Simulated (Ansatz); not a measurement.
The starting structures come from a database of crystals and need not be the phases stable at ambient conditions.

 Where the default PAW files enter, the runs use the earlier of Ansatz's two default sets.

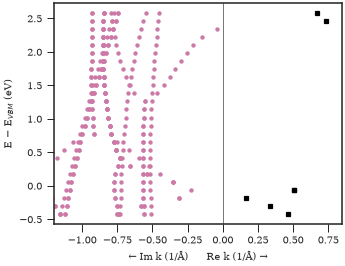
*Complex bands at the centre of the two-dimensional zone; PBEsol run with Ansatz (a first-principles code)*

The gap is the functional's own. No spin-orbit coupling. Mid-gap values are interpolated on the energy grid.

Q: This is Ca2H6Ru (Fm-3m, not sure to be the ambient phase, 9 atoms a cell, 10.3 Å³ an atom, -2 GPa at this level) along the normal of (001). Read off the slowest decay at the centre of the two-dimensional zone at 1.14 eV, the computed energy nearest the middle of the gap.

A: κ ≈ 0.51 1/Å, a decay length 1/(2κ) of the density of 0.98 Å.
